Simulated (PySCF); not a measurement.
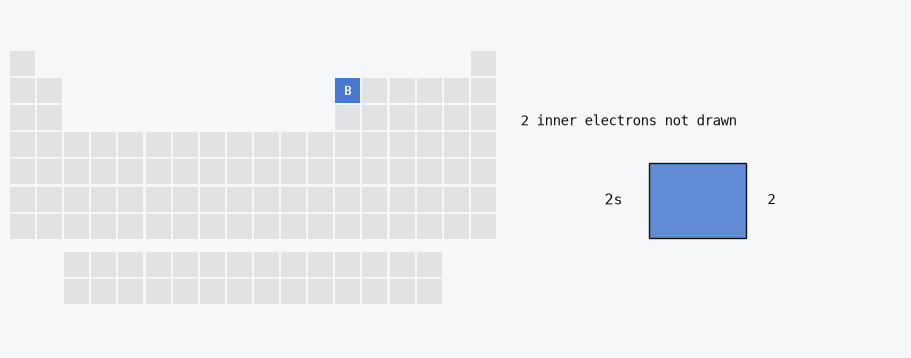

*Left, the place of boron in the periodic table; right, the outer shells of the nominal configuration: a box for each of the 2l + 1 orbitals, shaded by the share of the shell that is filled, with the electron count at the right.*

## Atomic calculation for B⁺

B⁺, configuration 1s2 2s2, multiplicity 1. Level asked for: unrestricted HF, jorge-DZP-DKH, spin-free X2C-1e, Gaussian nucleus (PySCF).

## Input
```python
from pyscf import gto, scf, dft, mp, cc
import basis_set_exchange as bse
mol = gto.M(atom="B 0 0 0", charge=1, spin=0, symmetry="D2h",
            basis=gto.basis.parse(bse.get_basis("jorge-DZP-DKH", elements=["B"], fmt="nwchem", header=False)),
            nucmod="G")
mf = scf.UHF(mol).sfx2c1e()
mf.irrep_nelec = {'Ag': (2, 2)}
mf.kernel()
```

The script is an equivalent of what the driver set up; the driver computed the properties (radii, ⟨L²⟩, response) afterwards. It also set what the script leaves out: max_cycle = 3, guess = sap. It held the occupations shell by shell, which the script's counts by irreducible representation don't always enforce.

Launched within a batch (the task file carries these settings):
```bash
OMP_NUM_THREADS=1 python <driver script> TASK.json OUT
```

## The program's output (extracts)
```
damping factor = 0
level_shift factor = 0
DIIS = <class 'pyscf.scf.diis.CDIIS'>
diis_start_cycle = 1
diis_space = 10
diis_damp = 0
SCF conv_tol = 1e-09
SCF conv_tol_grad = None
number electrons alpha = 2  beta = 2
irrep_nelec {'Ag': (2, 2), 'B1g': (0, 0), 'B2g': (0, 0), 'B3g': (0, 0), 'B1u': (0, 0), 'B2u': (0, 0), 'B3u': (0, 0)}
alpha HOMO (Ag) = -0.895915953937093  LUMO (B3u) = -0.313856672013277
  HOMO = -0.895915953937  LUMO = -0.313856672013  gap/eV = 15.83864
cycle= 1 E= -24.241161591055  delta_E= -0.0262  |g|= 0.0262  |ddm|= 0.387
alpha HOMO (Ag) = -0.87826322124381  LUMO (B3u) = -0.282838732161226
  HOMO = -0.878263221244  LUMO = -0.282838732161  gap/eV = 16.20233
cycle= 2 E= -24.2418999431737  delta_E= -0.000738  |g|= 0.00507  |ddm|= 0.0743
alpha HOMO (Ag) = -0.874016960490527  LUMO (B3u) = -0.276429578115006
  HOMO = -0.874016960491  LUMO = -0.276429578115  gap/eV = 16.26118
cycle= 3 E= -24.2419304252542  delta_E= -3.05e-05  |g|= 0.000158  |ddm|= 0.0181
SCF not converged.
SCF energy = -24.2419304252542 after 3 cycles  <S^2> = -4.4408921e-15  2S+1 = 1
```

## What the run reported

```
      quantity                                                                 value
       outcome                                                         not converged
  total energy                                                    −24.241930 hartree
SCF iterations                                                                     3
      hardware  1 thread of Arm Neoverse N1, 69 GiB of memory available, shared host
```

## Diagnosis

The input is odd on purpose: too few SCF iterations. The run did not meet its convergence test in 3 iterations, so its last values are not results.
